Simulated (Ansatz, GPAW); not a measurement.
# Screening of a field by Mg/V(100), part 2 of 3

Aim: the dipole that a field along the normal induces in Mg/V(100).

GPAW 26.7.0 and Ansatz 0.2.0; Ansatz plane waves; slab in vacuum with a dipole correction, relaxation (the session's first sound run).

So far: The starting structure; Relaxation.

### Step 2. Relaxation (continued)

The valence density, planar mean oscillates, so the rows of the table below give means over windows of 2 Å about each position, cut where the curve ends. Its maxima inside the range that stand out by 2 % of the span (Å: e/Å³): 7.0: 1.49, 8.5: 1.50, 9.9: 1.49, 11.6: 1.53, 12.8: 1.50, 14.8: 1.48. Its minima: 7.7: 0.430, 9.2: 0.432, 10.8: 0.424, 12.2: 0.626, 14.0: 0.154.

Valence density, planar mean against z; means over each step:

| z (Å) | valence density, planar mean (e/Å³) |
| --- | --- |
| 2 | 4.3e-5 |
| 4 | 0.00279 |
| 6 | 0.355 |
| 8 | 0.996 |
| 10 | 0.838 |
| 12 | 1.12 |
| 14 | 0.646 |
| 16 | 0.150 |
| 18 | 0.00156 |
| 20 | 1.8e-5 |

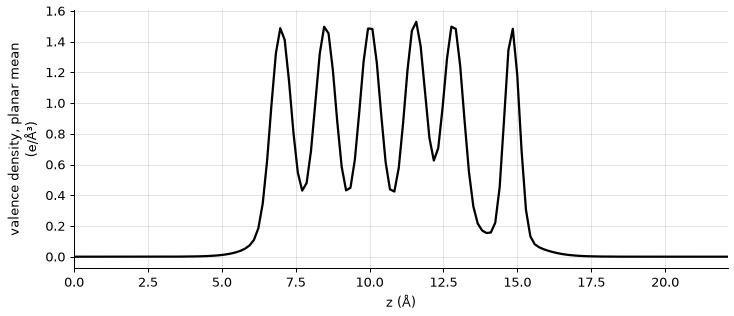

Valence density, planar mean against z.

The relaxation lowered the energy of the cell by 0.179 eV.

### Step 3. The slab's potential

With the geometry fixed, the planar mean of the potential gives the vacuum level on each side.

This step: GPAW, PAW setups; slab in vacuum (GPAW 26.7.0).

Contents of run.py:

```python
import json
import numpy as np
from ase import Atoms
from gpaw import GPAW, PW

slab = Atoms(
    ['V', 'V', 'V', 'V', 'V', 'Mg'],
    positions=[
        [0.00000, 0.00000, 7.00000],
        [1.51000, 1.51000, 8.51000],
        [0.00000, 0.00000, 10.02000],
        [1.51000, 1.51000, 11.53999],
        [-0.00000, 0.00000, 12.84011],
        [1.51000, 1.51000, 14.81859]],
    cell=[[3.02, 0.0, 0.0], [0.0, 3.02, 0.0], [0.0, 0.0, 22.26921]],
    pbc=[True, True, False])

slab.calc = GPAW(mode=PW(400), xc='PBE', kpts={'size': (10, 10, 1), 'gamma': True},
                 occupations={'name': 'fermi-dirac', 'width': 0.1}, nbands='200%',
                 convergence={'density': 1e-05}, maxiter=200,
                 poissonsolver={'dipolelayer': 'xy'},
                 symmetry={'tolerance': 1e-3}, txt='slab.txt')
result = {}
energy = slab.get_potential_energy()
fermi = slab.calc.get_fermi_level()
v = slab.calc.get_electrostatic_potential().mean((0, 1)) - fermi
n = slab.calc.get_pseudo_density().mean((0, 1))
L = slab.cell[2, 2]
z = np.arange(len(v)) * L / len(v)
low, high = slab.positions[:, 2].min(), slab.positions[:, 2].max()
below, above = np.interp([low - 4.8, high + 4.8], z, v)
slopes = [np.interp(x, z, np.gradient(v, z)) for x in (low - 4.8, high + 4.8)]
eps = np.array([[slab.calc.get_eigenvalues(k, s) for k in range(len(slab.calc.get_ibz_k_points()))]
                for s in range(slab.calc.get_number_of_spins())]) - fermi
top, bottom = eps[eps < 0].max(), eps[eps > 0].min()
dipole = slab.get_dipole_moment()[2]
print(f'energy {energy:.4f} eV, Fermi level {fermi:.4f} eV, dipole {dipole:.5f} e A')
print(f'potential 4.8 A off the faces, from the Fermi level: lower {below:.4f} eV, upper {above:.4f} eV')
print(f'slope of the potential there: lower {slopes[0]:.5f}, upper {slopes[1]:.5f} eV/A')
print(f'nearest levels on the mesh: {top:.4f} and {bottom:.4f} eV')
print('magnetic moment', round(slab.get_magnetic_moment(), 3))
result.update(energy=energy, fermi=fermi, dipole=dipole, below=below, above=above, slopes=slopes, edges=[top, bottom],
              z=z.tolist(), v=v.tolist(), n=n.tolist(), positions=slab.positions.tolist(),
              forces=slab.get_forces(apply_constraint=False).tolist(), moments=slab.get_magnetic_moments().tolist())
json.dump(result, open('result.json', 'w'))
```

Run with:

```sh
$ OMP_NUM_THREADS=1 OPENBLAS_NUM_THREADS=1 python run.py
```

Numbers of over 12 decimals in the logs are rounded to 6 here.

The log of the run:

```text
energy -41.6585 eV, Fermi level 1.7230 eV, dipole 0.02858 e A
potential 4.8 A off the faces, from the Fermi level: lower 3.8459 eV, upper 3.2789 eV
slope of the potential there: lower -0.00289, upper 0.00167 eV/A
nearest levels on the mesh: -0.0105 and 0.0043 eV
magnetic moment 0.0
```

It took 2.7 min on 1 thread of Intel Xeon Platinum 8375C at 2.90GHz (Ice Lake), shared host; peak memory 0.28 GiB.

Numbers from this step:

```
dipole along the normal                    : 0.02858 e·Å
levels nearest the Fermi level on the mesh : -0.01055, 0.004301 eV from the Fermi level
lower work function                        : 3.846 eV
```

The electrostatic potential energy of an electron (without an applied field's), less the Fermi level, planar mean oscillates, so the rows of the table below give means over windows of 1 Å about each position, cut where the curve ends. Its maxima inside the range that stand out by 2 % of the span (Å: eV): 7.7: -5.53, 9.2: -5.60, 10.8: -5.44, 12.2: -8.50, 13.9: -1.41. Its minima: 7.0: -13.6, 8.5: -13.4, 10.1: -13.4, 11.6: -13.7, 12.8: -13.8, 14.8: -9.19.

Electrostatic potential energy of an electron (without an applied field's), less the Fermi level, planar mean against z; means over each step:

| z (Å) | electrostatic potential energy of an electron (without an applied field's), less the Fermi level, planar mean (eV) |
| --- | --- |
| 0 | 3.74 |
| 1 | 3.85 |
| 2 | 3.85 |
| 3 | 3.84 |
| 4 | 3.77 |
| 5 | 3.27 |
| 6 | -0.537 |
| 7 | -10.9 |
| 8 | -8.45 |
| 9 | -8.64 |
| 10 | -10.9 |
| 11 | -8.22 |
| 12 | -10.7 |
| 13 | -10.4 |
| 14 | -2.84 |
| 15 | -6.74 |
| 16 | 0.836 |
| 17 | 2.97 |
| 18 | 3.25 |
| 19 | 3.28 |
| 20 | 3.28 |
| 21 | 3.28 |
| 22 | 3.32 |

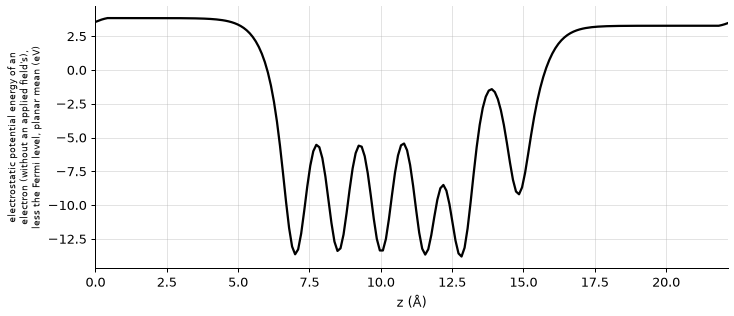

Electrostatic potential energy of an electron (without an applied field's), less the Fermi level, planar mean against z.

The pseudo valence density, planar mean oscillates, so the rows of the table below give means over windows of 1.48 Å about each position, cut where the curve ends. Its maxima inside the range that stand out by 2 % of the span (Å: e/Å³): 7.0: 1.68, 8.5: 1.69, 10.0: 1.68, 11.5: 1.65, 12.9: 1.61, 14.8: 1.52. Its minima: 7.8: 0.422, 9.3: 0.402, 10.8: 0.388, 12.3: 0.595, 14.0: 0.154.

The pseudo valence density, planar mean by z; means over each step:

| z (Å) | pseudo valence density, planar mean (e/Å³) |
| --- | --- |
| 2.22 | 5.2e-5 |
| 3.70 | 0.00116 |
| 5.18 | 0.0228 |
| 6.66 | 0.804 |
| 8.14 | 0.947 |
| 9.62 | 0.943 |
| 11.10 | 0.949 |
| 12.58 | 1.04 |
| 14.06 | 0.469 |
| 15.54 | 0.375 |
| 17.02 | 0.00910 |
| 18.50 | 3.9e-4 |
| 19.98 | 1.4e-5 |

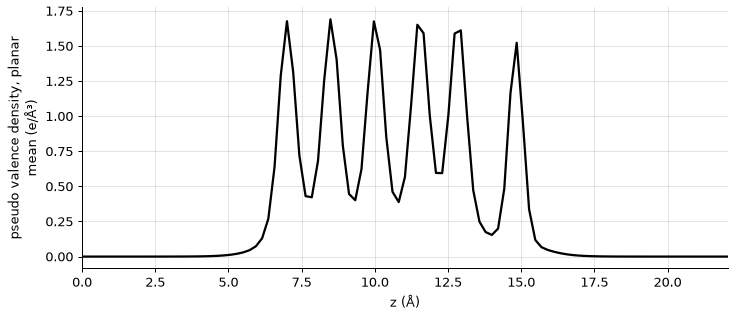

Pseudo valence density, planar mean against z.

Force by atom:

| atom | x (eV/Å) | y (eV/Å) | z (eV/Å) | size |
| --- | --- | --- | --- | --- |
| V1 | 0.00 | 0.00 | 1.13 | 1.13 |
| V2 | 0.00 | 0.00 | -0.94 | 0.94 |
| V3 | 0.00 | 0.00 | -0.23 | 0.23 |
| V4 | 0.00 | 0.00 | -0.03 | 0.03 |
| V5 | 0.00 | 0.00 | 0.09 | 0.09 |
| Mg6 | 0.00 | 0.00 | -0.01 | 0.01 |

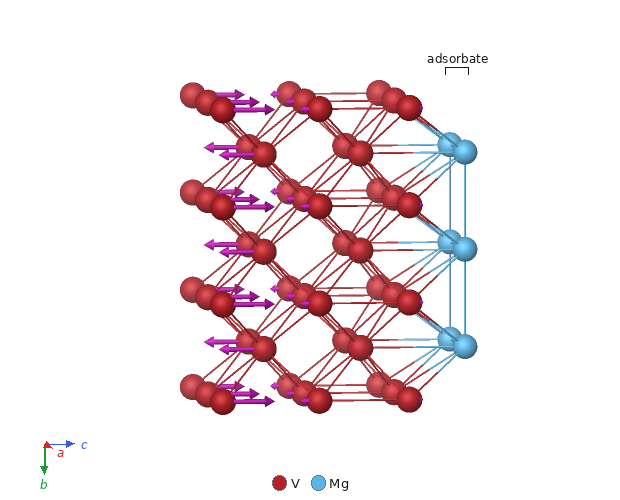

Force as arrows, the longest 1.13 eV/Å. 2×3×1 cells are drawn. Some periodic images of atoms are drawn too.

The potential is flat to 0.003 eV/Å where it is read, so the vacuum is wide enough. The geometry is the other program's minimum; here the largest force on a free atom is 0.090 eV/Å.

### Step 4. In a field

A uniform field along the normal polarises the slab; the atoms stay fixed, so this is the electronic response alone.

run.py: that of step 3 with these lines changed.

```diff
@@ -4,2 +4,3 @@
 from gpaw import GPAW, PW
+from gpaw.external import ConstantElectricField
 
@@ -21,2 +22,3 @@
                  poissonsolver={'dipolelayer': 'xy'},
+                 external=ConstantElectricField(-0.2, [0, 0, 1]),
                  symmetry={'tolerance': 1e-3}, txt='slab.txt')
```

The log of the run:

```text
energy -41.6646 eV, Fermi level 1.7543 eV, dipole -0.09273 e A
potential 4.8 A off the faces, from the Fermi level: lower 2.5776 eV, upper 4.4172 eV
slope of the potential there: lower -0.00182, upper 0.00287 eV/A
nearest levels on the mesh: -0.0226 and 0.0044 eV
magnetic moment 0.0
```

Wall time 6.6 min (1 thread); peak memory 0.5 GiB.

This step gave:

```
dipole along the normal                                         : -0.09273 e·Å
levels nearest the Fermi level on the mesh                      : -0.02261, 0.004387 eV from the Fermi level
potential below the slab, the applied field's own ramp left out : 2.578 eV from the Fermi level
potential above the slab, the applied field's own ramp left out : 4.417 eV from the Fermi level
```

The electrostatic potential energy of an electron (without an applied field's), less the Fermi level, planar mean oscillates, so the rows of the table below give means over windows of 2 Å about each position, cut where the curve ends. Its maxima inside the range that stand out by 2 % of the span (Å: eV): 7.7: -6.21, 9.2: -5.98, 10.8: -5.50, 12.2: -8.29, 13.9: -0.863, 21.5: 4.42. Its minima: 7.0: -14.5, 8.5: -13.9, 10.0: -13.6, 11.6: -13.6, 12.8: -13.5, 14.8: -8.45.

Table of electrostatic potential energy of an electron (without an applied field's), less the Fermi level, planar mean by z; means over each step:

| z (Å) | electrostatic potential energy of an electron (without an applied field's), less the Fermi level, planar mean (eV) |
| --- | --- |
| 0 | 2.75 |
| 2 | 2.58 |
| 4 | 2.48 |
| 6 | -3.21 |
| 8 | -10.4 |
| 10 | -8.77 |
| 12 | -11.0 |
| 14 | -4.91 |
| 16 | 0.801 |
| 18 | 4.35 |
| 20 | 4.42 |
| 22 | 4.34 |

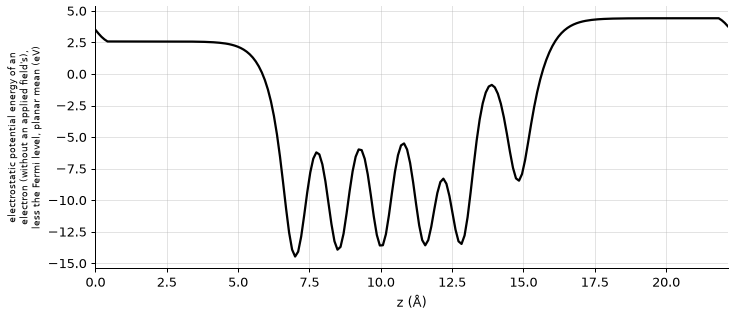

Electrostatic potential energy of an electron (without an applied field's), less the Fermi level, planar mean against z.

Force by atom:

| atom | x (eV/Å) | y (eV/Å) | z (eV/Å) | size |
| --- | --- | --- | --- | --- |
| V1 | 0.00 | 0.00 | 1.14 | 1.14 |
| V2 | 0.00 | 0.00 | -0.95 | 0.95 |
| V3 | 0.00 | 0.00 | -0.24 | 0.24 |
| V4 | 0.00 | 0.00 | -0.03 | 0.03 |
| V5 | 0.00 | 0.00 | 0.08 | 0.08 |
| Mg6 | 0.00 | 0.00 | -0.01 | 0.01 |

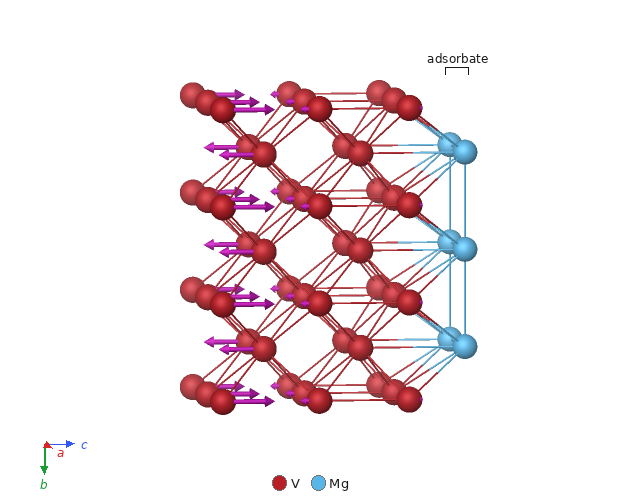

Force as arrows, the longest 1.14 eV/Å. 2×3×1 cells are drawn. Some periodic images of atoms are drawn too.

The dipole is now -0.0927 e Å, against 0.029 in the run without a field.

### Step 5. In a field

run.py: that of step 4 with these lines changed.

```diff
@@ -22,3 +22,3 @@
                  poissonsolver={'dipolelayer': 'xy'},
-                 external=ConstantElectricField(-0.2, [0, 0, 1]),
+                 external=ConstantElectricField(-0.1, [0, 0, 1]),
                  symmetry={'tolerance': 1e-3}, txt='slab.txt')
```

The log of the run:

```text
energy -41.6585 eV, Fermi level 1.7399 eV, dipole -0.03202 e A
potential 4.8 A off the faces, from the Fermi level: lower 3.2095 eV, upper 3.8448 eV
slope of the potential there: lower -0.00229, upper 0.00217 eV/A
nearest levels on the mesh: -0.0217 and 0.0043 eV
magnetic moment 0.0
```

The job ended after 7.1 min (1 thread; peak memory 0.5 GiB).

Numbers from this step:

```
dipole along the normal                                         : -0.03202 e·Å
levels nearest the Fermi level on the mesh                      : -0.02174, 0.004312 eV from the Fermi level
potential below the slab, the applied field's own ramp left out : 3.209 eV from the Fermi level
potential above the slab, the applied field's own ramp left out : 3.845 eV from the Fermi level
```

The electrostatic potential energy of an electron (without an applied field's), less the Fermi level, planar mean oscillates, so the rows of the table below give means over windows of 1 Å about each position, cut where the curve ends. Its maxima inside the range that stand out by 2 % of the span (Å: eV): 7.7: -5.87, 9.2: -5.79, 10.8: -5.47, 12.2: -8.40, 13.9: -1.14. Its minima: 7.0: -14.0, 8.5: -13.7, 10.0: -13.5, 11.6: -13.6, 12.8: -13.6, 14.8: -8.82.

The electrostatic potential energy of an electron (without an applied field's), less the Fermi level, planar mean by z; means over each step:

| z (Å) | electrostatic potential energy of an electron (without an applied field's), less the Fermi level, planar mean (eV) |
| --- | --- |
| 0 | 3.33 |
| 1 | 3.21 |
| 2 | 3.21 |
| 3 | 3.20 |
| 4 | 3.15 |
| 5 | 2.67 |
| 6 | -1.06 |
| 7 | -11.3 |
| 8 | -8.76 |
| 9 | -8.85 |
| 10 | -11.0 |
| 11 | -8.24 |
| 12 | -10.6 |
| 13 | -10.2 |
| 14 | -2.55 |
| 15 | -6.36 |
| 16 | 1.32 |
| 17 | 3.51 |
| 18 | 3.81 |
| 19 | 3.84 |
| 20 | 3.85 |
| 21 | 3.85 |
| 22 | 3.80 |

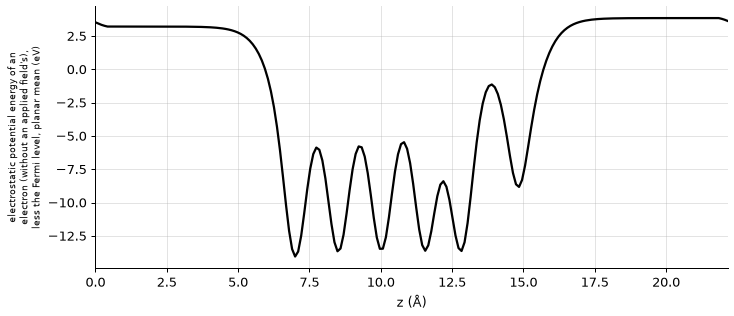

Electrostatic potential energy of an electron (without an applied field's), less the Fermi level, planar mean against z.

Force by atom:

| atom | x (eV/Å) | y (eV/Å) | z (eV/Å) | size |
| --- | --- | --- | --- | --- |
| V1 | 0.00 | 0.00 | 1.14 | 1.14 |
| V2 | 0.00 | 0.00 | -0.94 | 0.94 |
| V3 | 0.00 | 0.00 | -0.24 | 0.24 |
| V4 | 0.00 | 0.00 | -0.03 | 0.03 |
| V5 | 0.00 | 0.00 | 0.09 | 0.09 |
| Mg6 | 0.00 | 0.00 | -0.01 | 0.01 |

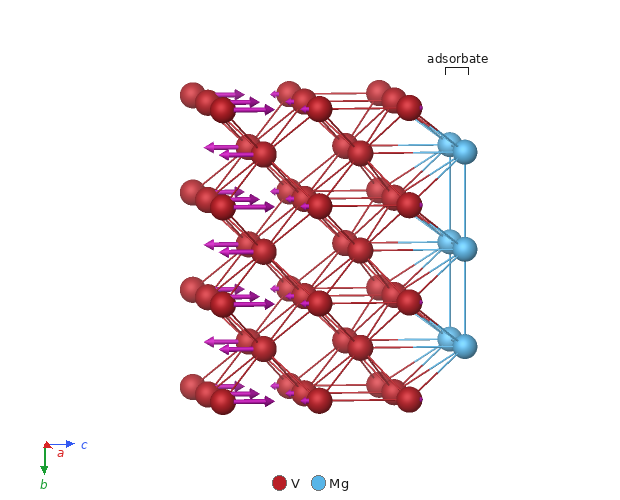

Force as arrows, the longest 1.14 eV/Å. 2×3×1 cells are drawn. Some periodic images of atoms are drawn too.

The dipole is now -0.0320 e Å, against 0.029 in the run without a field.

### Step 6. In a field

run.py: that of step 5 with these lines changed.

```diff
@@ -22,3 +22,3 @@
                  poissonsolver={'dipolelayer': 'xy'},
-                 external=ConstantElectricField(-0.1, [0, 0, 1]),
+                 external=ConstantElectricField(-0.05, [0, 0, 1]),
                  symmetry={'tolerance': 1e-3}, txt='slab.txt')
```

The log of the run:

```text
energy -41.6578 eV, Fermi level 1.7317 eV, dipole -0.00170 e A
potential 4.8 A off the faces, from the Fermi level: lower 3.5271 eV, upper 3.5611 eV
slope of the potential there: lower -0.00257, upper 0.00190 eV/A
nearest levels on the mesh: -0.0005 and 0.0043 eV
magnetic moment 0.0
```

It took 6.9 min on 1 thread; peak memory 0.5 GiB.

The electrostatic potential energy of an electron (without an applied field's), less the Fermi level, planar mean oscillates, so the rows of the table below give means over windows of 2 Å about each position, cut where the curve ends. Its maxima inside the range that stand out by 2 % of the span (Å: eV): 7.7: -5.70, 9.2: -5.69, 10.8: -5.45, 12.2: -8.45, 13.9: -1.27. Its minima: 7.0: -13.8, 8.5: -13.5, 10.0: -13.4, 11.6: -13.6, 12.8: -13.7, 14.8: -9.01.

The electrostatic potential energy of an electron (without an applied field's), less the Fermi level, planar mean by z; means over each step:

| z (Å) | electrostatic potential energy of an electron (without an applied field's), less the Fermi level, planar mean (eV) |
| --- | --- |
| 0 | 3.53 |
| 2 | 3.53 |
| 4 | 3.42 |
| 6 | -2.43 |
| 8 | -9.92 |
| 10 | -8.60 |
| 12 | -11.1 |
| 14 | -5.33 |
| 16 | 0.0774 |
| 18 | 3.50 |
| 20 | 3.56 |
| 22 | 3.56 |

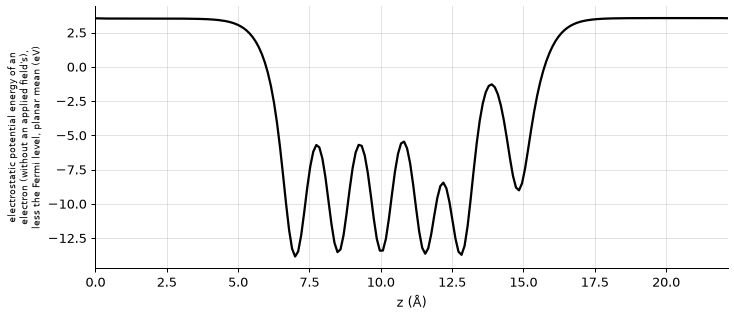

Electrostatic potential energy of an electron (without an applied field's), less the Fermi level, planar mean against z.

### Step 7. Field on

run.py: that of step 6 with these lines changed.

```diff
@@ -22,3 +22,3 @@
                  poissonsolver={'dipolelayer': 'xy'},
-                 external=ConstantElectricField(-0.05, [0, 0, 1]),
+                 external=ConstantElectricField(0.05, [0, 0, 1]),
                  symmetry={'tolerance': 1e-3}, txt='slab.txt')
```

The log of the run:

```text
energy -41.6608 eV, Fermi level 1.7137 eV, dipole 0.05889 e A
potential 4.8 A off the faces, from the Fermi level: lower 4.1658 eV, upper 2.9981 eV
slope of the potential there: lower -0.00325, upper 0.00148 eV/A
nearest levels on the mesh: -0.0203 and 0.0043 eV
magnetic moment 0.0
```

It took 6.4 min on 1 thread; peak memory 0.5 GiB.

The electrostatic potential energy of an electron (without an applied field's), less the Fermi level, planar mean oscillates, so the rows of the table below give means over windows of 2 Å about each position, cut where the curve ends. Its maxima inside the range that stand out by 2 % of the span (Å: eV): 0.5: 4.17, 7.7: -5.36, 9.2: -5.50, 10.8: -5.42, 12.2: -8.56, 13.9: -1.55. Its minima: 7.0: -13.4, 8.5: -13.3, 10.1: -13.3, 11.6: -13.7, 12.8: -13.9, 14.8: -9.38.

Electrostatic potential energy of an electron (without an applied field's), less the Fermi level, planar mean against z; means over each step:

| z (Å) | electrostatic potential energy of an electron (without an applied field's), less the Fermi level, planar mean (eV) |
| --- | --- |
| 0 | 4.06 |
| 2 | 4.17 |
| 4 | 4.05 |
| 6 | -1.91 |
| 8 | -9.61 |
| 10 | -8.48 |
| 12 | -11.2 |
| 14 | -5.62 |
| 16 | -0.404 |
| 18 | 2.94 |
| 20 | 3.00 |
| 22 | 3.05 |

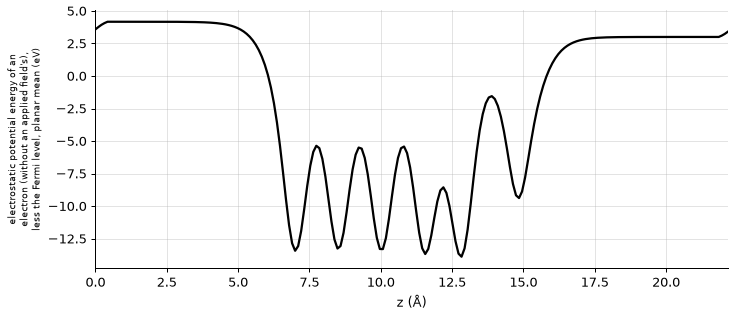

Electrostatic potential energy of an electron (without an applied field's), less the Fermi level, planar mean against z.

(Part 2 of 3 ends here.)

[Logs are printed without paths, hosts, clocks, repeated set-up lines and the standing remarks that a program may print on its own settings, such as how far it seeks lower states.]

[Hosts, paths, dates, database ids (printed as entryN), source tags and the programs' standing remarks are cut or masked in the printed files.]
